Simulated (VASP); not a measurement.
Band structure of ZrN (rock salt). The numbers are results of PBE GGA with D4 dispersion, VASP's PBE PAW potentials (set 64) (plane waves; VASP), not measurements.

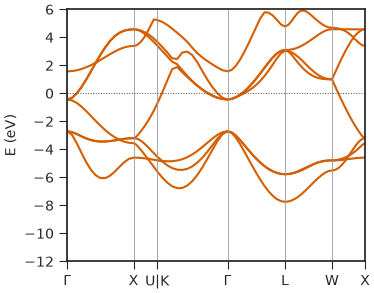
Bands along high-symmetry lines, zero at the valence-band maximum or, without a gap, the Fermi level

Read the plot: is there a gap, and where are the band edges?

It has no gap at this level: it comes out as a metal or semimetal. (Edges off the drawn lines would not show.)

The compound is ZrN in the rock salt structure. It was relaxed first. The electron count is odd and the run is not spin-polarised, which forces a metal.
